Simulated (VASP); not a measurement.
Band structure of BaTe (rock salt). Level of theory: vdW-DF-cx, VASP's PBE PAW potentials (set 64) (plane waves; VASP 6.6.1).

Unless said otherwise, spin-orbit coupling is left out, though it shifts the bands of the heavy elements here.

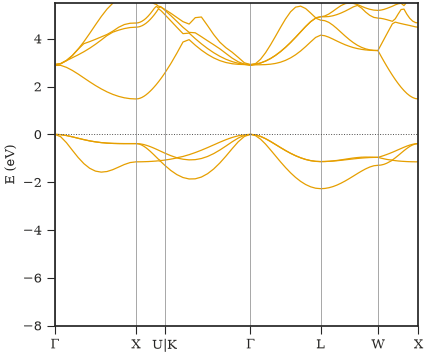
Bands along high-symmetry lines, zero at the valence-band maximum or, without a gap, the Fermi level

Task: Read the plot: is there a gap, and where are the band edges?

Result: The gap is indirect, 1.48 eV, from the valence maximum at Γ to the conduction minimum at X. (Edges off the drawn lines would not show.)

The compound is BaTe in the rock salt structure. It was relaxed first.
